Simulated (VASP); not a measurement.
Band structure of YCr3 (space group Fm-3m). Method: PBE GGA, VASP's PBE PAW potentials (set 64) (plane waves; VASP 6.6.1).

The moments were started parallel, and other spin orders were not tried in this run.

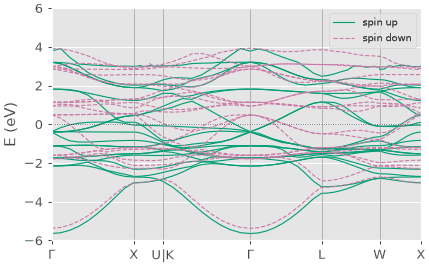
Figure. Bands along high-symmetry lines, zero at the valence-band maximum or, without a gap, the Fermi level

### Question
Read the plot: is there a gap, and where are the band edges?

### Answer
It has no gap at this level: it comes out as a metal or semimetal.

The structure was generated: YCr3 was put into an ordered model structure, which need not be its known phase. The cell was not relaxed at this level. The k-mesh is coarse (spacing up to 0.38 per Å, 2π included), so the numbers may not be converged in it.
